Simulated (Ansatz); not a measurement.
```tsv
atom	x (Å)	y (Å)	z (Å)
C	-1.2306	-0.3974	0.0464
C	0.1735	0.1922	0.0968
C	0.5115	1.0936	-1.0442
F	0.2946	2.4578	-0.6734
In	0.2679	1.6758	1.9032
H	-2.0086	0.3866	0.0121
H	-1.4494	-1.0204	0.9299
H	-1.3992	-1.0387	-0.8404
H	0.9305	-0.6021	0.2010
H	1.5722	1.0296	-1.3339
H	-0.1097	0.9504	-1.9475
```

Geometry: PBE0-D3(BJ)/def2-SVP; core potentials replace the inner electrons of In.

All numbers below come from Ansatz 0.2.0, isolated molecule in a Gaussian basis; Kohn-Sham density functional theory, functional PBE0.

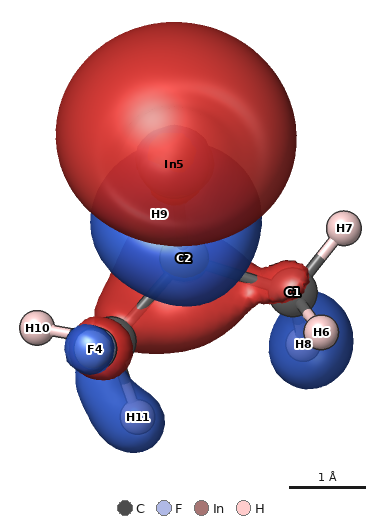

C$_{3}$H$_{6}$FIn. The HOMO at ±0.1 Å⁻³ᐟ² (red and blue are the two phases), seen at an oblique angle.

Question: What is the character of this orbital?

Answer: By Hirshfeld shares it lies mainly on In5 (about 50 %) and C2 (about 30 %). Its energy is −5.26 eV.
